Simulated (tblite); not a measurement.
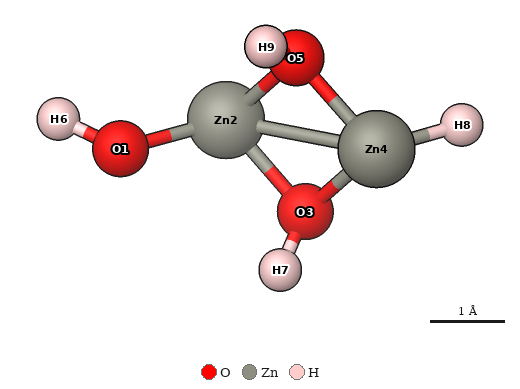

The starting structure (ball-and-stick view, seen at a tilt; atoms are numbered from 1 in the order of the input). Sticks mark near contacts.

**Geometry relaxation, with input and output: Zn2H4O3**

System: Zn2H4O3.
Method: GFN2-xTB geometry optimisation, gas phase (tblite 0.8.0).

## Log
```
step      E/eV     max force
  0    -416.69916    4.710
  1    -417.48017    2.243
  2    -418.14184    1.158
  3    -418.37788    1.009
  4    -418.45682    0.912
  5    -418.52388    0.779
  6    -418.61573    0.735
  7    -418.71539    0.689
  8    -418.79084    0.694
  9    -418.82569    0.644
 10    -418.83823    0.480
 11    -418.85019    0.318
 12    -418.86511    0.504
 13    -418.88715    0.654
 14    -418.93007    0.985
 15    -418.98048    1.092
 16    -419.01988    0.777
 17    -419.05922    0.351
 18    -419.07070    0.335
 19    -419.08045    0.321
 20    -419.09059    0.594
 21    -419.09663    0.441
 22    -419.10712    0.266
 23    -419.11447    0.309
 24    -419.12327    0.279
 25    -419.12985    0.317
 26    -419.13757    0.268
 27    -419.14472    0.340
 28    -419.15205    0.309
 29    -419.15764    0.336
 30    -419.16567    0.373
 31    -419.17558    0.301
 32    -419.18556    0.249
 33    -419.19173    0.238
 34    -419.19511    0.263
 35    -419.19380    0.525
 36    -419.19967    0.154
 37    -419.20168    0.120
 38    -419.20768    0.149
 39    -419.20865    0.114
 40    -419.20964    0.082
 41    -419.21039    0.093
 42    -419.21185    0.117
 43    -419.21294    0.104
 44    -419.21350    0.094
 45    -419.21382    0.056
 46    -419.21414    0.047
 47    -419.21466    0.062
 48    -419.21545    0.083
 49    -419.21621    0.086
 50    -419.21672    0.065
 51    -419.21706    0.053
 52    -419.21742    0.058
 53    -419.21786    0.064
 54    -419.21831    0.058
 55    -419.21874    0.080
 56    -419.21929    0.102
 57    -419.22002    0.119
 58    -419.22079    0.102
 59    -419.22141    0.075
 60    -419.22173    0.054
 61    -419.22155    0.139
 62    -419.22194    0.048
 63    -419.22200    0.039
 64    -419.22223    0.026
 65    -419.22233    0.030
 66    -419.22252    0.044
 67    -419.22262    0.031
 68    -419.22268    0.024
 69    -419.22271    0.022
 70    -419.22277    0.032
 71    -419.22284    0.034
 72    -419.22289    0.023
 73    -419.22293    0.024
 74    -419.22298    0.027
 75    -419.22309    0.032
 76    -419.22329    0.051
 77    -419.22360    0.059
 78    -419.22392    0.045
 79    -419.22408    0.016
 80    -419.22412    0.013
 81    -419.22413    0.014
 82    -419.22415    0.015
 83    -419.22419    0.014
 84    -419.22424    0.027
 85    -419.22429    0.035
 86    -419.22436    0.036
 87    -419.22445    0.027
 88    -419.22456    0.028
 89    -419.22465    0.025
 90    -419.22471    0.020
 91    -419.22476    0.016
 92    -419.22479    0.019
 93    -419.22482    0.018
 94    -419.22484    0.014
 95    -419.22486    0.012
 96    -419.22490    0.011
 97    -419.22493    0.013
 98    -419.22495    0.013
 99    -419.22497    0.014
100    -419.22499    0.011
101    -419.22501    0.013
102    -419.22503    0.012
103    -419.22505    0.018
104    -419.22507    0.020
105    -419.22510    0.019
106    -419.22514    0.022
107    -419.22518    0.018
108    -419.22521    0.012
109    -419.22522    0.010
110    -419.22522    0.009
111    -419.22523    0.005
```

## Trajectory as extended XYZ (Å, eV, eV/Å), 24 of the 29 frames kept, from step=0 to step=111
```
9
Properties=species:S:1:pos:R:3:forces:R:3 step=0 energy=-416.69916
O     2.1708    0.7494   -0.6986    2.9260  -1.3240   0.2890
Zn    0.6452    0.5528   -1.1809    1.6420  -1.8920  -1.4210
O    -0.0436    1.9491   -1.7545    0.4950   2.4080  -3.1370
Zn   -1.1619    1.9147   -0.5353   -1.1390   1.7990   1.2450
O    -0.4578    0.5185    0.0377   -0.7110  -2.3080   4.0440
H     2.8584    0.0430   -0.7199   -0.7450   1.1080   0.0970
H     0.5297    2.7027   -1.7298    0.8660   0.6310  -0.5010
H    -2.3997    1.7297   -0.9521   -3.4220   0.1410  -0.6470
H    -0.0588    0.6380    0.9139    0.0890  -0.5620   0.0300
9
Properties=species:S:1:pos:R:3:forces:R:3 step=4 energy=-418.45682
O     2.3019    0.7422   -0.6760    0.0960  -0.1780  -0.1000
Zn    0.7248    0.4438   -1.2682   -0.1950   0.3730   0.1790
O    -0.0252    2.0870   -1.9484    0.1610   0.1240   0.4200
Zn   -1.2989    2.0064   -0.4856   -0.5540  -0.5160  -0.5090
O    -0.5248    0.3709    0.2268    0.2950   0.4080   0.0220
H     2.9197    0.0223   -0.7111    0.4090  -0.0920   0.0920
H     0.6303    2.7729   -1.7824    0.1630  -0.0880  -0.3590
H    -2.6428    1.7633   -0.9801   -0.4350   0.3570   0.1770
H    -0.0028    0.5892    1.0055    0.0610  -0.3870   0.0790
9
Properties=species:S:1:pos:R:3:forces:R:3 step=8 energy=-418.79084
O     2.3864    0.6737   -0.7029   -0.1320  -0.1740  -0.1750
Zn    0.7170    0.5162   -1.2376    0.5700   0.1650   0.3600
O     0.0073    2.1526   -1.9015    0.0130  -0.1290   0.2240
Zn   -1.4886    1.8901   -0.6099    0.3510  -0.1400  -0.0360
O    -0.4817    0.4320    0.2765    0.0960   0.2130  -0.1370
H     3.0577   -0.0060   -0.6814   -0.0800   0.0170  -0.0440
H     0.7291    2.7945   -1.9050   -0.3240  -0.0600  -0.0230
H    -2.8909    1.8829   -0.9434   -0.1950   0.1000   0.0330
H     0.0462    0.4620    1.0856   -0.2990   0.0080  -0.2000
9
Properties=species:S:1:pos:R:3:forces:R:3 step=16 energy=-419.01988
O     2.6856    0.6282   -0.7740    0.3950  -0.2700   0.0080
Zn    1.0177    0.6158   -1.0315   -0.6090   0.4840  -0.0150
O     0.0124    2.0746   -1.8393    0.0800   0.1220   0.1220
Zn   -1.6101    1.8125   -0.7237    0.2980  -0.1130  -0.0430
O    -0.4703    0.4873    0.2027    0.1760   0.0000   0.1570
H     3.2011   -0.1759   -0.7185   -0.0050   0.1200   0.0150
H     0.5038    2.8880   -2.0209   -0.2490  -0.3290  -0.0070
H    -3.0526    2.0575   -0.8428    0.1940  -0.0200   0.0270
H    -0.2052    0.4101    1.1284   -0.2810   0.0060  -0.2640
9
Properties=species:S:1:pos:R:3:forces:R:3 step=20 energy=-419.09059
O     2.7798    0.5947   -0.8044   -0.1170  -0.0050  -0.0560
Zn    1.0640    0.7371   -0.9489    0.2090   0.0550   0.0620
O     0.0055    2.0494   -1.7880   -0.1850  -0.1930  -0.0300
Zn   -1.5902    1.7587   -0.7712   -0.1540   0.0000   0.0650
O    -0.4517    0.5139    0.1744   -0.1050  -0.0540  -0.2460
H     3.2496   -0.2325   -0.7305   -0.0650  -0.0020   0.0180
H     0.3840    2.8751   -2.0598    0.2370   0.4450  -0.3130
H    -3.0182    2.1024   -0.8003    0.1940  -0.0600  -0.0110
H    -0.3405    0.3992    1.1092   -0.0140  -0.1860   0.5120
9
Properties=species:S:1:pos:R:3:forces:R:3 step=24 energy=-419.12327
O     2.7904    0.5729   -0.8274    0.0610   0.1880  -0.0690
Zn    1.0986    0.8021   -0.9156   -0.1630  -0.0160   0.0990
O    -0.0025    2.0772   -1.7947    0.0380  -0.0700   0.0740
Zn   -1.6043    1.7321   -0.7780    0.2610  -0.0500   0.0850
O    -0.4545    0.5052    0.1967    0.0190   0.0670  -0.0900
H     3.2614   -0.2477   -0.7258   -0.0930  -0.1240   0.0400
H     0.3775    2.8900   -2.1230    0.0190   0.1290  -0.1870
H    -2.9970    2.1104   -0.7909   -0.1240  -0.0020  -0.0270
H    -0.3872    0.3559    1.1390   -0.0190  -0.1230   0.0750
9
Properties=species:S:1:pos:R:3:forces:R:3 step=28 energy=-419.15205
O     2.7881    0.5863   -0.8647    0.0640  -0.1210  -0.0200
Zn    1.0857    0.8629   -0.8655    0.1750  -0.0450  -0.0050
O     0.0092    2.1149   -1.7952    0.1810   0.1330   0.0520
Zn   -1.5496    1.7077   -0.7500   -0.1540   0.1720  -0.0420
O    -0.4534    0.5023    0.2210    0.0850  -0.0100   0.1890
H     3.2132   -0.2600   -0.7108   -0.2380   0.1970   0.0100
H     0.3704    2.9028   -2.2173   -0.1290  -0.2240   0.0180
H    -2.9500    2.0914   -0.7964   -0.0010  -0.0380  -0.0130
H    -0.4312    0.2896    1.1593    0.0180  -0.0640  -0.1900
9
Properties=species:S:1:pos:R:3:forces:R:3 step=36 energy=-419.19967
O     2.7920    0.5866   -0.9526    0.0950  -0.1210   0.0000
Zn    1.1391    0.9820   -0.7763    0.0510  -0.0510   0.0570
O     0.0652    2.1813   -1.6989   -0.1290   0.0660  -0.0030
Zn   -1.5442    1.7188   -0.7711    0.0490   0.0060   0.1110
O    -0.4025    0.5495    0.2648   -0.0540   0.0640  -0.0480
H     3.1123   -0.2662   -0.6619   -0.0270   0.0780   0.0260
H     0.3301    2.8254   -2.3575    0.0240  -0.0200  -0.0340
H    -2.9458    2.0783   -0.7973   -0.0460  -0.0180  -0.0180
H    -0.4638    0.1423    1.1313    0.0370  -0.0040  -0.0900
9
Properties=species:S:1:pos:R:3:forces:R:3 step=40 energy=-419.20964
O     2.8046    0.5703   -0.9832   -0.0640  -0.0080   0.0030
Zn    1.1624    1.0166   -0.7481   -0.0040   0.0240  -0.0340
O     0.0497    2.2219   -1.6682    0.0630  -0.0230   0.0030
Zn   -1.5463    1.7376   -0.7526    0.0070   0.0020   0.0690
O    -0.3958    0.5784    0.2677    0.0220   0.0130  -0.0360
H     3.0898   -0.2685   -0.6299    0.0580  -0.0320   0.0480
H     0.3272    2.7801   -2.3957   -0.0350   0.0420  -0.0400
H    -2.9548    2.0654   -0.8033   -0.0330  -0.0090   0.0000
H    -0.4544    0.0964    1.0937   -0.0140  -0.0080  -0.0130
9
Properties=species:S:1:pos:R:3:forces:R:3 step=44 energy=-419.21350
O     2.7952    0.5471   -0.9908   -0.0030   0.0020  -0.0130
Zn    1.1698    1.0381   -0.7494    0.0130  -0.0170  -0.0410
O     0.0624    2.2364   -1.6645   -0.0620  -0.0340   0.0620
Zn   -1.5489    1.7495   -0.7181    0.0570   0.0270  -0.0480
O    -0.3882    0.5896    0.2609    0.0030   0.0220  -0.0310
H     3.0984   -0.2697   -0.6020    0.0070  -0.0110   0.0490
H     0.3111    2.7730   -2.4172   -0.0070   0.0580  -0.0490
H    -2.9626    2.0540   -0.8060   -0.0090   0.0020   0.0130
H    -0.4549    0.0800    1.0678    0.0020  -0.0480   0.0570
9
Properties=species:S:1:pos:R:3:forces:R:3 step=48 energy=-419.21545
O     2.7941    0.5399   -0.9913    0.0460  -0.0420  -0.0050
Zn    1.1701    1.0326   -0.7645   -0.0460  -0.0240   0.0100
O     0.0556    2.2393   -1.6658    0.0270   0.0310  -0.0530
Zn   -1.5369    1.7626   -0.7208   -0.0830  -0.0050   0.0030
O    -0.3866    0.5878    0.2617    0.0220  -0.0070   0.0150
H     3.1006   -0.2683   -0.5849   -0.0170   0.0310   0.0270
H     0.2993    2.7811   -2.4193   -0.0200   0.0030   0.0270
H    -2.9600    2.0497   -0.8030    0.0560  -0.0040   0.0180
H    -0.4539    0.0733    1.0683    0.0140   0.0180  -0.0420
9
Properties=species:S:1:pos:R:3:forces:R:3 step=52 energy=-419.21742
O     2.7954    0.5202   -0.9903   -0.0170   0.0180  -0.0250
Zn    1.1619    1.0132   -0.7914    0.0290  -0.0030  -0.0050
O     0.0518    2.2443   -1.6741   -0.0160  -0.0150  -0.0020
Zn   -1.5393    1.7835   -0.7068    0.0290  -0.0490  -0.0120
O    -0.3809    0.5912    0.2532   -0.0030   0.0080  -0.0060
H     3.1110   -0.2634   -0.5464   -0.0220  -0.0030   0.0380
H     0.2838    2.7988   -2.4207    0.0110   0.0200  -0.0030
H    -2.9619    2.0412   -0.7978   -0.0130   0.0230   0.0230
H    -0.4395    0.0691    1.0547    0.0020   0.0000  -0.0080
9
Properties=species:S:1:pos:R:3:forces:R:3 step=60 energy=-419.22173
O     2.7827    0.4749   -1.0173   -0.0170   0.0320  -0.0160
Zn    1.1687    1.0238   -0.8226    0.0050   0.0090   0.0090
O     0.0457    2.2482   -1.6951   -0.0340  -0.0390   0.0130
Zn   -1.5343    1.7559   -0.7207   -0.0020   0.0150   0.0100
O    -0.3601    0.5999    0.2470    0.0150   0.0110  -0.0470
H     3.0867   -0.2328   -0.4544    0.0140  -0.0300   0.0290
H     0.2657    2.8284   -2.4251    0.0230   0.0190  -0.0250
H    -2.9521    2.0535   -0.7572   -0.0060   0.0070   0.0070
H    -0.4209    0.0461    1.0258    0.0040  -0.0230   0.0190
9
Properties=species:S:1:pos:R:3:forces:R:3 step=64 energy=-419.22223
O     2.7797    0.4556   -1.0207   -0.0030   0.0220  -0.0010
Zn    1.1710    1.0235   -0.8375   -0.0100   0.0130   0.0070
O     0.0370    2.2462   -1.7056    0.0050  -0.0150  -0.0210
Zn   -1.5341    1.7588   -0.7164   -0.0090   0.0150   0.0040
O    -0.3518    0.6017    0.2384    0.0070  -0.0140  -0.0050
H     3.0834   -0.2214   -0.4200    0.0040  -0.0140   0.0070
H     0.2602    2.8394   -2.4252    0.0030  -0.0070   0.0040
H    -2.9527    2.0555   -0.7440    0.0000   0.0070   0.0080
H    -0.4104    0.0386    1.0116    0.0030  -0.0060  -0.0040
9
Properties=species:S:1:pos:R:3:forces:R:3 step=68 energy=-419.22268
O     2.7817    0.4651   -1.0152    0.0010   0.0090   0.0100
Zn    1.1695    1.0233   -0.8353    0.0020   0.0000  -0.0090
O     0.0335    2.2329   -1.7173    0.0030  -0.0060   0.0060
Zn   -1.5345    1.7638   -0.7143    0.0020  -0.0050   0.0000
O    -0.3509    0.5929    0.2334   -0.0220   0.0090   0.0010
H     3.0810   -0.2225   -0.4241    0.0040  -0.0030   0.0000
H     0.2659    2.8413   -2.4207   -0.0010   0.0000  -0.0110
H    -2.9533    2.0609   -0.7400    0.0050   0.0060   0.0090
H    -0.4106    0.0402    1.0139    0.0070  -0.0080  -0.0060
9
Properties=species:S:1:pos:R:3:forces:R:3 step=72 energy=-419.22289
O     2.7856    0.4705   -1.0095   -0.0020  -0.0060   0.0220
Zn    1.1691    1.0215   -0.8380    0.0020  -0.0090  -0.0020
O     0.0334    2.2272   -1.7211   -0.0030   0.0150  -0.0090
Zn   -1.5363    1.7636   -0.7146    0.0030  -0.0010  -0.0010
O    -0.3569    0.5931    0.2312    0.0160  -0.0090   0.0080
H     3.0826   -0.2238   -0.4242   -0.0040   0.0150  -0.0120
H     0.2663    2.8409   -2.4203   -0.0050  -0.0120  -0.0010
H    -2.9537    2.0664   -0.7343    0.0020   0.0070   0.0060
H    -0.4077    0.0386    1.0113   -0.0090   0.0000  -0.0120
9
Properties=species:S:1:pos:R:3:forces:R:3 step=76 energy=-419.22329
O     2.7877    0.4705   -0.9976   -0.0080   0.0410  -0.0240
Zn    1.1716    1.0251   -0.8509   -0.0240  -0.0180   0.0110
O     0.0278    2.2211   -1.7361    0.0000   0.0090   0.0090
Zn   -1.5318    1.7681   -0.7112    0.0000  -0.0120   0.0030
O    -0.3518    0.5904    0.2235    0.0250  -0.0040   0.0040
H     3.0720   -0.2145   -0.3975    0.0230  -0.0350   0.0290
H     0.2570    2.8393   -2.4317    0.0010   0.0020  -0.0190
H    -2.9466    2.0800   -0.7087   -0.0080   0.0120   0.0040
H    -0.4036    0.0179    0.9906   -0.0090   0.0070  -0.0160
9
Properties=species:S:1:pos:R:3:forces:R:3 step=84 energy=-419.22424
O     2.7995    0.4946   -0.9678   -0.0060   0.0030  -0.0060
Zn    1.1697    1.0213   -0.8564    0.0070  -0.0050   0.0010
O     0.0251    2.2204   -1.7423    0.0020   0.0010   0.0000
Zn   -1.5327    1.7700   -0.7094   -0.0150   0.0050   0.0020
O    -0.3482    0.5861    0.2155   -0.0060  -0.0080  -0.0020
H     3.0739   -0.2120   -0.3868    0.0030   0.0080   0.0020
H     0.2467    2.8166   -2.4600   -0.0050  -0.0090   0.0060
H    -2.9426    2.1131   -0.6741    0.0270   0.0000   0.0000
H    -0.4090   -0.0120    0.9619   -0.0060   0.0050  -0.0040
9
Properties=species:S:1:pos:R:3:forces:R:3 step=88 energy=-419.22456
O     2.8032    0.5077   -0.9560    0.0050   0.0060  -0.0170
Zn    1.1667    1.0118   -0.8698   -0.0200   0.0030   0.0130
O     0.0227    2.2156   -1.7501   -0.0030  -0.0200   0.0190
Zn   -1.5312    1.7720   -0.7040    0.0060   0.0040  -0.0050
O    -0.3520    0.5686    0.2022   -0.0020   0.0120  -0.0180
H     3.0759   -0.1924   -0.3668    0.0130  -0.0070   0.0110
H     0.2428    2.8031   -2.4751   -0.0070   0.0010   0.0000
H    -2.9320    2.1429   -0.6471    0.0100   0.0010  -0.0010
H    -0.4138   -0.0311    0.9471   -0.0020  -0.0010  -0.0020
9
Properties=species:S:1:pos:R:3:forces:R:3 step=92 energy=-419.22479
O     2.8058    0.5123   -0.9580   -0.0030  -0.0100   0.0040
Zn    1.1649    1.0063   -0.8678    0.0030  -0.0040   0.0090
O     0.0224    2.2113   -1.7453    0.0070   0.0060  -0.0160
Zn   -1.5315    1.7719   -0.7034    0.0010   0.0070  -0.0060
O    -0.3587    0.5603    0.1943   -0.0020  -0.0070   0.0180
H     3.0873   -0.1846   -0.3683    0.0020   0.0130  -0.0080
H     0.2414    2.7949   -2.4743   -0.0060  -0.0070   0.0110
H    -2.9278    2.1552   -0.6440   -0.0050   0.0020   0.0000
H    -0.4215   -0.0295    0.9473    0.0030  -0.0010  -0.0110
9
Properties=species:S:1:pos:R:3:forces:R:3 step=96 energy=-419.22490
O     2.8058    0.5111   -0.9576   -0.0070   0.0060  -0.0060
Zn    1.1656    1.0064   -0.8678    0.0000  -0.0030   0.0040
O     0.0230    2.2107   -1.7462   -0.0070  -0.0040  -0.0020
Zn   -1.5309    1.7754   -0.7034   -0.0050   0.0000   0.0020
O    -0.3581    0.5580    0.1916   -0.0030   0.0090   0.0010
H     3.0891   -0.1749   -0.3568    0.0100  -0.0040   0.0030
H     0.2358    2.7876   -2.4816    0.0070   0.0070  -0.0060
H    -2.9259    2.1658   -0.6337    0.0090  -0.0010  -0.0010
H    -0.4221   -0.0419    0.9360   -0.0030  -0.0090   0.0040
9
Properties=species:S:1:pos:R:3:forces:R:3 step=104 energy=-419.22507
O     2.8026    0.5110   -0.9626   -0.0090   0.0100  -0.0050
Zn    1.1615    1.0045   -0.8619    0.0170  -0.0090  -0.0050
O     0.0215    2.2059   -1.7494    0.0010  -0.0090   0.0070
Zn   -1.5302    1.7763   -0.7032   -0.0110   0.0020   0.0010
O    -0.3629    0.5570    0.1954    0.0040   0.0090   0.0010
H     3.1019   -0.1622   -0.3551   -0.0010  -0.0010   0.0030
H     0.2391    2.7819   -2.4843    0.0030   0.0030  -0.0010
H    -2.9216    2.1767   -0.6298    0.0030  -0.0010   0.0000
H    -0.4295   -0.0531    0.9313   -0.0070  -0.0030   0.0000
9
Properties=species:S:1:pos:R:3:forces:R:3 step=108 energy=-419.22521
O     2.8032    0.5166   -0.9640    0.0030   0.0010  -0.0020
Zn    1.1592    0.9954   -0.8646   -0.0010   0.0030  -0.0040
O     0.0198    2.1951   -1.7544    0.0030  -0.0040   0.0020
Zn   -1.5302    1.7803   -0.6997   -0.0030   0.0010  -0.0020
O    -0.3646    0.5596    0.1989    0.0030   0.0030  -0.0040
H     3.1108   -0.1443   -0.3473    0.0040  -0.0030   0.0020
H     0.2415    2.7726   -2.4868   -0.0010   0.0040  -0.0010
H    -2.9171    2.1928   -0.6186   -0.0030   0.0010   0.0010
H    -0.4403   -0.0701    0.9169   -0.0050  -0.0050   0.0090
9
Properties=species:S:1:pos:R:3:forces:R:3 step=111 energy=-419.22523
O     2.8032    0.5164   -0.9654    0.0030  -0.0030   0.0020
Zn    1.1589    0.9943   -0.8643    0.0020   0.0010  -0.0010
O     0.0204    2.1943   -1.7536    0.0010   0.0020  -0.0030
Zn   -1.5311    1.7794   -0.7010   -0.0010   0.0000   0.0000
O    -0.3651    0.5603    0.2000    0.0000  -0.0030   0.0040
H     3.1119   -0.1478   -0.3525    0.0000   0.0010  -0.0010
H     0.2436    2.7764   -2.4822   -0.0020  -0.0010   0.0010
H    -2.9193    2.1888   -0.6236   -0.0010   0.0000   0.0000
H    -0.4402   -0.0641    0.9231   -0.0020   0.0010  -0.0010
```

This output came from the following input.

## Input file
```
{"job": {"kind": "relax", "xc": "GFN2-xTB", "basis": "xTB"}, "charge": 0, "multiplicity": 1}
O      2.170803     0.749448    -0.698615
Zn     0.645165     0.552802    -1.180892
O     -0.043578     1.949149    -1.754504
Zn    -1.161862     1.914683    -0.535349
O     -0.457753     0.518496     0.037681
H      2.858381     0.042963    -0.719855
H      0.529725     2.702683    -1.729833
H     -2.399743     1.729704    -0.952129
H     -0.058772     0.638041     0.913945
```

The first line tells a small driver script what to run in tblite; the rest is the geometry in Å.

Launch command:
```bash
OMP_NUM_THREADS=1 python <driver script> task.json out
```

## Summary

- outcome: converged
- total energy: −419.2252 eV
- hardware: 1 CPU thread, shared host
- wall time: 0.74 s
- peak memory: 0.17 GiB
